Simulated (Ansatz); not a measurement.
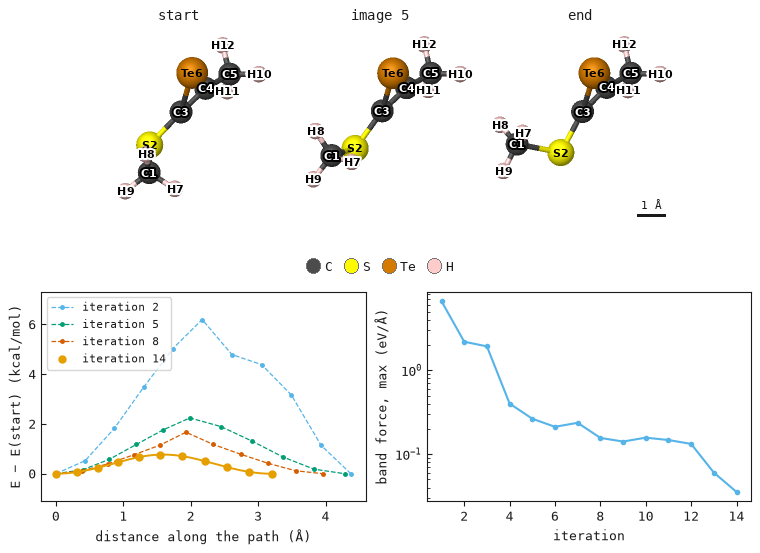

NEB run on C4H6STe. Images are numbered from 0 (start) to 10 (end). The plot follows the band through its iterations. A ball-and-stick model, seen from a free direction.

The calculation used RKS PBE-D4/def2-SVP (Ansatz 0.2.0). Set-up: 9 movable images; climbing image; force threshold 0.05 eV/Å; iteration limit 48; starting path through a guess of the saddle point.

**Judge this run.**

The result is final at these settings. The band converged in 14 iterations. The largest component of the band force went from 6.6 to 0.036 eV/Å. The climbing image converged on the top of the path. Its vibrational analysis gives one imaginary mode (60i cm⁻¹), as a transition state must have. The first iteration put the highest image at 36.38 kcal/mol. The two ends have the same energy, and the highest point, image 5, lies 0.77 kcal/mol above the start.
